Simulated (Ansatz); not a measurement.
Starting cell, ZnS (zinc blende):

```xyz
4
Lattice="0.0000 5.4434 5.4434 2.7217 0.0000 2.7217 2.7217 2.7217 0.0000" Properties=species:S:1:pos:R:3 pbc="T T T"
S      4.0826     4.0826     4.0826
S      4.0826     6.8043     6.8043
Zn     0.0000     0.0000     0.0000
Zn     0.0000     2.7217     2.7217
```

In each cell atom 4 (Zn, nearest neighbour S at 2.357 Å; its periodic images, 3.8 Å or more away, move with it) moves by s·(-0.577, 0.577, 0.577) (towards the nearest neighbour), the rest being held.

Calculation: PBE (plane waves to 420 eV, PAW, scalar-relativistic; Ansatz, an electronic-structure program). k mesh 4×8×8 (Γ-centred), Fermi-Dirac smearing 0.05 eV. Energies are smeared free energies. Stress and pressure are positive under compression. ZnS was relaxed with its symmetry unable to fall. The zero of ΔE is the undisplaced structure.

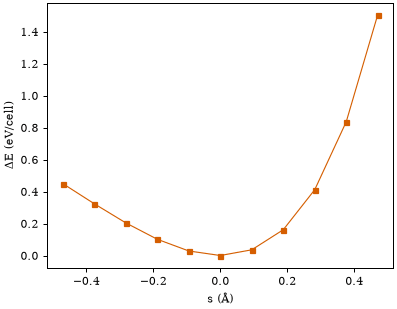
Figure. ΔE (eV/cell) against s (Å); one marker a computed point.

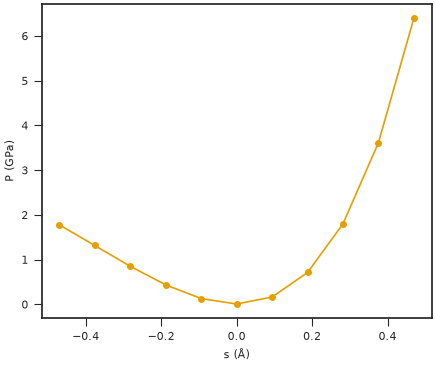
P (GPa) against s (Å); one marker a computed point.

The force constant k = d²E/ds² at s = 0 (finite differences) is 7.19 eV/Å² and the energy at s = 0.470 Å is 1505 meV/cell. Harmonic estimate at the end of the scan: ½ks² = 794 meV/cell against the computed 1505 meV/cell, so the well is stiffer than harmonic there. Symmetry of the curve: not even: the positive side lies higher at ±0.470 Å. Shape of the curve: a single well with its minimum at or next to zero displacement.

With its periodic images moving along, the atom's site symmetry in this cell is 3m.

(For displaced atoms, the force is minus the slope of the energy, and its curvature is a force constant, which sets phonon frequencies.)
